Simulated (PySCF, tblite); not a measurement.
# C7H6F radical: geometry, infrared bands and EPR parameters

Aim: predict the infrared bands and EPR parameters of C7H6F radical (`C#C[C@@H]1[CH][C@]12C[C@@H]2F`).

Programs: tblite 0.8.0 and PySCF 2.14.0, with density-fitted response routines of our own. Each step states its level of theory. These are calculated values for one molecule in the gas phase, unless marked as measured. Atoms are numbered from 0 throughout.

**1. Starting geometry**

14 atoms, charge 0, multiplicity 2; geometry from: force field or distance geometry start.

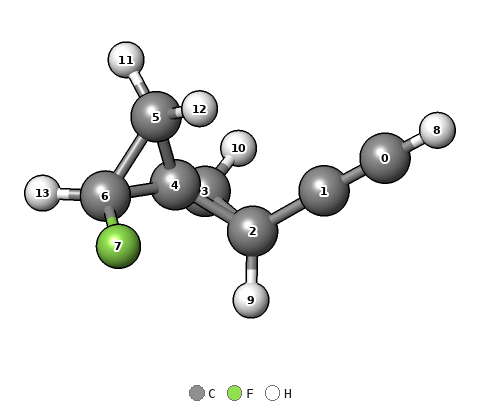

As it starts; carbon grey, fluorine green, hydrogen white, atoms numbered; sticks join atoms by distance.

**2. Relaxing the molecule with GFN2-xTB**

Job settings and geometry (Å):

```
{"job": {"kind": "relax", "xc": "GFN2-xTB", "basis": "xTB"}, "charge": 0, "multiplicity": 2}
C      2.786800     0.259400     0.398300
C      1.717700    -0.215800     0.696800
C      0.459900    -0.808600     1.073700
C     -0.317700    -1.659500     0.074100
C     -0.689900    -0.340600     0.289300
C     -0.814700     0.841900    -0.545300
C     -1.771800     0.509700     0.596500
F     -1.567300     1.352800     1.706000
H      3.706500     0.687400     0.148700
H      0.310100    -1.157100     2.125200
H      0.248600    -2.130400    -0.722800
H     -1.225300     0.772300    -1.572400
H     -0.040300     1.619700    -0.375300
H     -2.803200     0.268400     0.365000
```

Launch:

```
$ OMP_NUM_THREADS=1 python probes_run.py task.json out
```

This one command runs all jobs of the session in turn.

**Question.** This job is followed by: GFN2-xTB harmonic vibrations, gas phase; UKS B3LYP, pcH-1 on C F H, non-relativistic, mean-field spin-orbit, GIAO. What will the session give for the following? strongest single infrared mode (GFN2-xTB); zero-point energy (GFN2-xTB); g(iso) (B3LYP); ⟨S²⟩; largest a(iso); surface potential, least and greatest.

The runs gave:

| quantity | value |
| --- | --- |
| strongest single infrared mode (GFN2-xTB) | 984 cm⁻¹, 58 km/mol |
| zero-point energy (GFN2-xTB) | 62.7 kcal/mol |
| g(iso) (B3LYP) | 2.00274 |
| ⟨S²⟩ | 0.754 (exact 0.75) |
| largest a(iso) | 13C on C3, 260.7 MHz |
| surface potential, least and greatest | -0.90 V and 1.34 V |

Over 58 steps the energy fell by 0.608 eV; of the close pairs, C4–C6 changed most, 1.410 to 1.485 Å. All 36 modes are real, so the xTB geometry is a minimum. The strongest single mode, at 984 cm⁻¹, is spread over several atoms, C6, C5, C4, H13 among them. Unscaled tight-binding wavenumbers are off by several per cent, some by more. Its intensities can rank the bands wrongly. Most of the unpaired spin sits on C3 (0.92 e). The isotropic g lies 0.4 ppt above the free-electron value.
